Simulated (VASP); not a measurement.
Band structure of Na6MgCl8 (space group Fm-3m). Level of theory: r2SCAN meta-GGA, VASP's PBE PAW potentials (set 64) (plane waves; VASP 6.6.1).

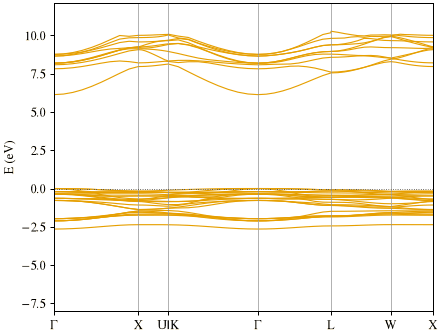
Bands along high-symmetry lines, zero at the valence-band maximum or, without a gap, the Fermi level

Task: Read the plot: is there a gap, and where are the band edges?

Result: The gap is direct, 6.14 eV, from the valence maximum at Γ to the conduction minimum at Γ.

The structure comes from a computed database's Na6MgCl8 entry (Fm-3m); how it stands against other phases isn't given here. It was relaxed first.
